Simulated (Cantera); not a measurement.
Feed: 1 mol AlN, 13 mol O₂, 0.018 mol HCl, equilibrated at 0.698 Torr.

Equilibrium computed with Cantera from the NASA thermochemical tables; the gas is ideal and each condensed phase is pure. Candidate condensed phases: Al, AlCl₃, AlN, Al₂O₃, H₂O, NH₄Cl; 45 gas species. Condensed phases not in the tables: AlOCl. Equilibrium is a limit: real reactors are often held back by kinetics, nucleation or transport.

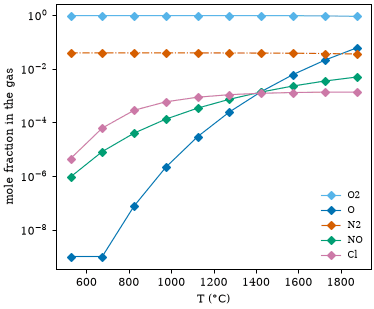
Fig. 1. Equilibrium gas composition (values under 1e-9 drawn at 1e-9)

From 525 °C to 1875 °C the condensed part is Al₂O₃(s).
